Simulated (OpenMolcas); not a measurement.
## C3H3N: single-point calculation (part 1 of 2)

The run: single-point calculation of C3H3N (E-propargylimine). Method and program: CASSCF/ANO-RCC-VTZP, DKH2 (OpenMolcas 26.06).

The geometry comes from this level: PBE0-D4/def2-TZVP.

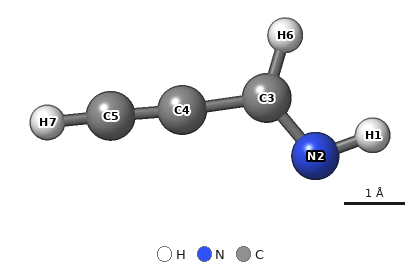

Fig. 1: The structure as given in the input (ball-and-stick view, seen on its broad side; atoms are numbered from 1 in the order of the input). Bond lengths as drawn: C–C 1.20 to 1.43 Å, C–H 1.06 to 1.10 Å, C–N 1.27 Å and H–N 1.02 Å.

Input:
```
&GATEWAY
  COORD = coord.xyz
  BASIS = ANO-RCC-MB
  GROUP = NoSym

&SEWARD

&RASSCF
  FILEORB = $CurrDir/step1.ScfOrb
  ALTER = 2
  1 11 13
  1 16 17
  SPIN = 1
  NACTEL = 4 0 0
  INACTIVE = 12
  RAS2 = 4
  ORBLISTING = Nothing
>>> COPY $Project.RunFile RUNFIL1
>>> COPY $Project.RasOrb INPORB

&GATEWAY
  COORD = coord.xyz
  BASIS = ANO-RCC-VTZP
  GROUP = NoSym
  RICD

&SEWARD
>>> COPY $Project.RunFile RUNFIL2

&EXPBAS

&RASSCF
  FILEORB = $Project.ExpOrb
  SPIN = 1
  NACTEL = 4 0 0
  INACTIVE = 12
  RAS2 = 4
  ORBLISTING = Nothing
  ORBAPPEAR = Compact
```

File coord.xyz:
```
7

H      0.841710    -2.014980     1.203370
N      0.102900    -1.529480     0.695820
C      0.496610    -0.371020     0.360310
C     -0.343680     0.528040    -0.365300
C     -0.996310     1.332180    -0.974190
H      1.491240     0.025700     0.594490
H     -1.592480     2.029580    -1.514510
```

Launched with:
```bash
export MOLCAS_MEM=1860
pymolcas step2.input > step2.log
```

Log:
```
--- Start Module: gateway ---

                                              &GATEWAY

                       available to each process: 1.9 GB of memory, 1 thread

++    Symmetry information:
      ---------------------

                    Character Table for C1

                             E
                    a        1  x, y, xy, Rz, z, xz, Ry, yz, Rx, I
--

++    Basis set information:
      ----------------------

      Basis set label: H.ANO-RCC...1S.

      Electronic valence basis set:
      ------------------
      Associated Effective Charge   1.000000 au
      Associated Actual Charge      1.000000 au
      Nuclear Model: Point charge

      Shell  nPrim  nBasis  Cartesian Spherical Contaminant
         s       8       1        X

      Basis set label: N.ANO-RCC...2S1P.

      Electronic valence basis set:
      ------------------
      Associated Effective Charge   7.000000 au
      Associated Actual Charge      7.000000 au
      Nuclear Model: Point charge

      Shell  nPrim  nBasis  Cartesian Spherical Contaminant
         s      14       2        X
         p       9       1        X

      Basis set label: C.ANO-RCC...2S1P.

      Electronic valence basis set:
      ------------------
      Associated Effective Charge   6.000000 au
      Associated Actual Charge      6.000000 au
      Nuclear Model: Point charge

      Shell  nPrim  nBasis  Cartesian Spherical Contaminant
         s      14       2        X
         p       9       1        X

      Basis set label: H.ANO-RCC...1S.

      Electronic valence basis set:
      ------------------
      Associated Effective Charge   1.000000 au
      Associated Actual Charge      1.000000 au
      Nuclear Model: Point charge

      Shell  nPrim  nBasis  Cartesian Spherical Contaminant
         s       8       1        X
--

++    Molecular structure info:
      -------------------------

                    ************************************************
                    **** Cartesian Coordinates / bohr, angstrom ****
                    ************************************************

     Center  Label                x              y              z                     x              y              z
        1      H1               1.590601      -3.807760       2.274040              0.841710      -2.014980       1.203370
        2      N2               0.194453      -2.890298       1.314909              0.102900      -1.529480       0.695820
        3      C3               0.938457      -0.701126       0.680887              0.496610      -0.371020       0.360310
        4      C4              -0.649461       0.997851      -0.690317             -0.343680       0.528040      -0.365300
        5      C5              -1.882753       2.517455      -1.840952             -0.996310       1.332180      -0.974190
        6      H6               2.818035       0.048566       1.123423              1.491240       0.025700       0.594490
        7      H7              -3.009351       3.835350      -2.862009             -1.592480       2.029580      -1.514510

                    ***************************************
                    *    InterNuclear Distances / bohr    *
                    ***************************************

               1 H1            2 N2            3 C3            4 C4            5 C5            6 H6
    1 H1       0.000000
    2 N2       1.926369        0.000000
    3 C3       3.551704        2.397499        0.000000
    4 C4       6.074470        4.455427        2.699668        0.000000
    5 C5       8.306967        6.596821        4.967712        2.270279        0.000000
    6 H6       4.207347        3.944208        2.071398        4.026702        6.081147        0.000000
    7 H7      10.293479        8.540805        6.979751        4.282141        2.012120        8.011357

               7 H7
    7 H7       0.000000

                    *******************************************
                    *    InterNuclear Distances / angstrom    *
                    *******************************************

               1 H1            2 N2            3 C3            4 C4            5 C5            6 H6
    1 H1       0.000000
    2 N2       1.019391        0.000000
    3 C3       1.879481        1.268702        0.000000
    4 C4       3.214471        2.357710        1.428603        0.000000
    5 C5       4.395858        3.490887        2.628800        1.201380        0.000000
    6 H6       2.226432        2.087185        1.096137        2.130839        3.218004        0.000000
    7 H7       5.447074        4.519600        3.693525        2.266011        1.064768        4.239427

               7 H7
    7 H7       0.000000

                    **************************************
                    *    Valence Bond Angles / degree    *
                    **************************************
                          Atom centers                 Phi
                      1 H1       2 N2       3 C3       109.98
                      2 N2       3 C3       4 C4       121.76
                      2 N2       3 C3       6 H6       123.75
                      4 C4       3 C3       6 H6       114.49
                      3 C3       4 C4       5 C5       176.55
                      4 C4       5 C5       7 H7       178.74

           ***************************************************************
           *              Valence Dihedral Angles / degree               *
           ***************************************************************
                    Atom centers                       Phi1     Phi2     Theta
           1 H1       2 N2       3 C3       4 C4        109.98   121.76   180.00
           1 H1       2 N2       3 C3       6 H6        109.98   123.75    -0.00
           2 N2       3 C3       4 C4       5 C5        121.76   176.55  -179.96
           5 C5       4 C4       3 C3       6 H6        176.55   114.49     0.04
           3 C3       4 C4       5 C5       7 H7        176.55   178.74   179.95
--

            Nuclear Potential Energy             90.45368007 au

--- Stop Module: gateway /rc=_RC_ALL_IS_WELL_ ---

--- Start Module: seward ---

                                              &SEWARD

                       available to each process: 1.9 GB of memory, 1 thread

               SEWARD will generate:
                  Multipole Moment integrals up to order  2
                  Kinetic Energy integrals
                  Nuclear Attraction integrals (point charge)
                  One-Electron Hamiltonian integrals
                  Velocity integrals
                  Relativistic Douglas-Kroll-Hess integrals:
                    - Parametrization         : EXP
                    - DKH order of Hamiltonian: 2
                    - DKH order of Properties : 0
                         - multipole moment operators
                         - electric potential operators
                         - contact operators
                  Orbital angular momentum around ( -0.2827  -0.1250  -0.0613 )
                  Velocity quadrupole around ( -0.2827  -0.1250  -0.0613 )
                  Atomic mean-field integrals
                  Two-Electron Repulsion integrals

                   Integrals are discarded if absolute value <: 1.00E-14
                   Integral cutoff threshold is set to       <: 1.00E-16

            Nuclear Potential Energy             90.45368007 au

      Basis set specifications :
      Symmetry species         a
      Basis functions           23

--- Stop Module: seward /rc=_RC_ALL_IS_WELL_ ---
--- Module seward spent 1 second ---

--- Start Module: rasscf ---

                                              &RASSCF

                       available to each process: 1.9 GB of memory, 1 thread

      Header of the ONEINT file:
      --------------------------

      OrdInt status: non-squared

      Cartesian coordinates in angstrom:
      -----------------------------------------------------
      No.  Label        X            Y            Z
      -----------------------------------------------------
       1   H1         0.84171000  -2.01498000   1.20337000
       2   N2         0.10290000  -1.52948000   0.69582000
       3   C3         0.49661000  -0.37102000   0.36031000
       4   C4        -0.34368000   0.52804000  -0.36530000
       5   C5        -0.99631000   1.33218000  -0.97419000
       6   H6         1.49124000   0.02570000   0.59449000
       7   H7        -1.59248000   2.02958000  -1.51451000
      -----------------------------------------------------
      Nuclear repulsion energy =   90.45368007

++    Wave function specifications:
      -----------------------------

      Number of closed shell electrons          24
      Number of electrons in active shells       4
      Max number of holes in RAS1 space          0
      Max nr of electrons in RAS3 space          0
      Number of inactive orbitals               12
      Number of active orbitals                  4
      Number of secondary orbitals               7
      Spin quantum number                      0.0
      State symmetry                             1
--

++    Orbital specifications:
      -----------------------

      Symmetry species                           1
                                                 a
      Frozen orbitals                            0
      Inactive orbitals                         12
      Active orbitals                            4
      RAS1 orbitals                              0
      RAS2 orbitals                              4
      RAS3 orbitals                              0
      Secondary orbitals                         7
      Deleted orbitals                           0
      Number of basis functions                 23
--

++    CI expansion specifications:
      ----------------------------

      Number of CSFs                            20
      Number of spin combinations               21
      Number of determinants                    36
      Number of root(s) required                 1
      Root chosen for geometry opt.              1
      CI root used                               1

      highest root included in the CI            1
      max. size of the explicit Hamiltonian     20
--

++    Optimization specifications:
      ----------------------------

      RASSCF algorithm: Conventional
      Maximum number of macro iterations       200
      Maximum number of SX iterations          100
      Threshold for RASSCF energy            1.000E-08
      Threshold for max MO rotation          1.000E-01
      Threshold for max BLB element          1.000E-04
      Level shift parameter                  5.000E-01
      Make Quasi-Newton update
--

      The MO-coefficients are taken from the file:
      step1.ScfOrb
      Title: SCF orbitals

      Total molecular charge    0.00

      Molecular orbitals exchanged:
        In symmetry  1 :  11  13
        In symmetry  1 :  16  17

      ************************************************************************************************************************
      *                                            Wave function control section                                             *
      ************************************************************************************************************************

                                         RASSCF iterations: Energy and convergence statistics
                                         ----------------------------------------------------

          iter iter root      energy       change     param      element    value   shift minimum  type update hh:mm:ss
 Nr of preliminary CI iterations:   1
        1   1    5    1  -169.61798159    0.00E+00   8.31E-04   10  22 1 -2.59E-03*  0.03   0.00    SX    NO    0:00:00
        2   1    3    1  -169.61799867   -1.71E-05* -1.38E-04    7  22 1  4.92E-04*  0.03   0.00    SX    NO    0:00:00
        3   1    3    1  -169.61799894   -2.70E-07*  2.21E-04   10  22 1 -4.77E-04*  0.03   0.00    SX    NO    0:00:00
        4   1    3    1  -169.61799941   -4.70E-07*  7.23E-05    6  23 1 -1.13E-04*  0.03   0.00    SX    NO    0:00:00
        5   1    3    1  -169.61799939    1.36E-08*  8.25E-05   11  17 1  1.67E-04*  0.03   0.35    SX   YES    0:00:00
        6   1    3    1  -169.61799943   -3.56E-08* -1.26E-05    6  23 1 -2.96E-05   0.03   0.96    QN   YES    0:00:00
        7   1    2    1  -169.61799943   -1.85E-09   1.79E-05   11  17 1  4.87E-05   0.03   0.80    QN   YES    0:00:00
      Convergence after  7 iterations
        8   1    2    1  -169.61799943   -1.69E-09   1.79E-05   11  17 1  2.13E-05   0.03   0.80    QN   YES    0:00:00

      ************************************************************************************************************************
                                                      Wave function printout:
                       occupation of active orbitals, and spin coupling of open shells (u,d: Spin up or down)
      ************************************************************************************************************************

      Note: transformation to natural orbitals
      has been made, which may change the order of the CSFs.

      printout of CI-coefficients larger than  0.05 for root  1
      energy=    -169.617999
      conf/sym  1111     Coeff  Weight
             1  2200  -0.95424 0.91058
             6  2020   0.21391 0.04576
            10  udud  -0.12226 0.01495
            11  ud02  -0.05403 0.00292
            12  0220   0.05298 0.00281
            13  02ud   0.06586 0.00434
            14  0202   0.09973 0.00995

      Natural orbitals and occupation numbers for root  1
      sym 1:   1.941807   1.876259   0.126172   0.055762

      ************************************************************************************************************************
      *                                                    Final results                                                     *
      ************************************************************************************************************************

++    Final optimization conditions:
      ------------------------------

      Average CI energy                            -169.61799943
      RASSCF energy for state  1                   -169.61799943
      Super-CI energy                                -0.00000000
      RASSCF energy change                           -0.00000000
      Max change in MO coefficients              -1.465E-05
      Max non-diagonal density matrix element     1.787E-05
      Maximum BLB matrix element                  2.128E-05
      (orbital pair  11,  17 in symmetry   1)
      Norm of electronic gradient            5.967E-05
--

      Final state energy(ies):
      ------------------------

::    RASSCF root number  1 Total energy:   -169.61799943
      Von Neumann Entropy (Root   1) =  0.52329

      Mulliken population analysis for root number:  1
      -----------------------------------------------

++    Molecular charges:
      ------------------

      Mulliken charges per centre
      ---------------------------

                H1      N2      C3      C4      C5      H6      H7
      Total    0.7421  7.3279  6.0738  6.0323  6.2055  0.8283  0.7902

      N-E      0.2579 -0.3279 -0.0738 -0.0323 -0.2055  0.1717  0.2098

      Total electronic charge=   28.000000

      Total            charge=   -0.000000
--

      Expectation values of various properties for root number:  1
      -----------------------------------------------------------

++    Molecular properties:
      ---------------------

      Charge (e):
                      =   -0.0000
      Dipole Moment (debye):
      Origin of the operator (angstrom)=   -0.1496   -0.0661   -0.0325
                   X=  1.7280E+00               Y=  5.9810E-01               Z=  4.4578E-01           Total=  1.8822E+00
      Quadrupole Moment (debye*angstrom):
      Origin of the operator (angstrom)=   -0.1496   -0.0661   -0.0325
                  XX= -2.3322E+01              XY= -4.4651E+00              XZ=  3.3891E+00              YY= -2.5040E+01
                  YZ= -2.6367E+00              ZZ= -2.4463E+01
      In traceless form (debye*angstrom)
                  XX=  1.4295E+00              XY= -6.6976E+00              XZ=  5.0837E+00              YY= -1.1476E+00
                  YZ= -3.9551E+00              ZZ= -2.8187E-01
--

      LoProp population analysis for root number:  1
      -----------------------------------------------

++    LoProp analysis:
      ----------------

++    Static properties:
      ------------------

      LoProp Charges per center

                   H1       N2       C3       C4       C5       H6       H7
      Nuclear      1.0000   7.0000   6.0000   6.0000   6.0000   1.0000   1.0000
      Electronic  -0.8225  -7.2020  -6.0335  -6.0350  -6.1515  -0.9006  -0.8549

      Total        0.1775  -0.2020  -0.0335  -0.0350  -0.1515   0.0994   0.1451
--

      Natural Bond Order analysis for root number:  1
```
